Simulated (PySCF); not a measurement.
Cl₃Si, charge +1, SMILES `Cl[Si+](Cl)Cl`.

PySCF calculation, ωB97X/aug-cc-pVDZ, gas phase; geometry: GFN2-xTB. No frequency check shows the geometry to be a minimum. GFN2-xTB bond lengths at metals and heavier atoms can be off by up to 0.1 Å and shapes distorted, which carries into these values.

Geometry (Å), atoms numbered from 1:

```
Cl1     -0.3925    1.8994    0.0000
Si2      0.0001    0.0000    0.0000
Cl3     -1.4486   -1.2896    0.0000
Cl4      1.8411   -0.6098    0.0000
```

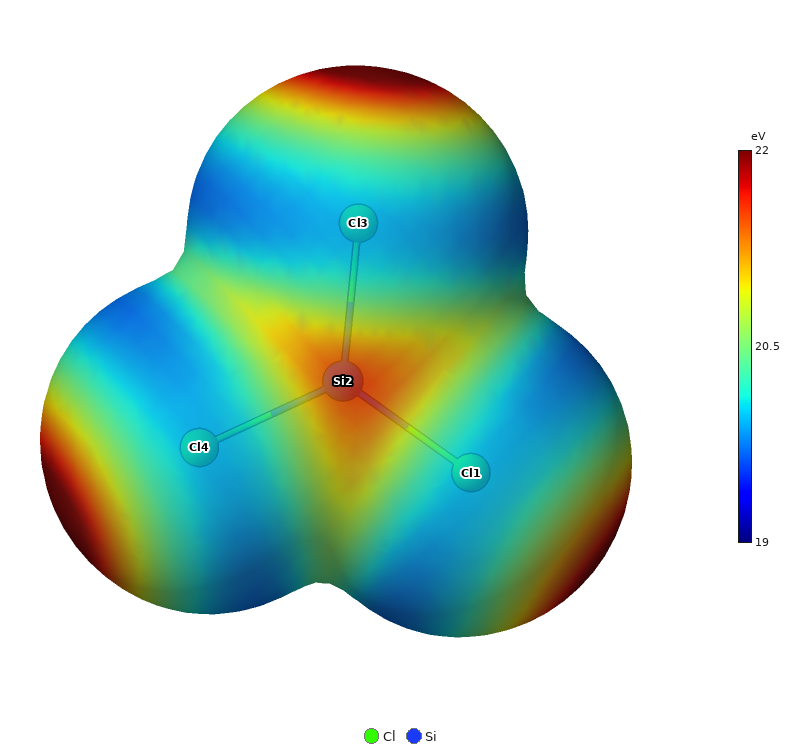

Average local ionisation energy on the surface of electron density 0.001 a.u.

### Locate the minima of the map.

The lowest value is 19.7 eV, 2.1 Å from Cl3, and at like points elsewhere. For comparison, the highest occupied orbital lies at −17.9 eV.

### What volume does the surface enclose?

About 107 Å³.
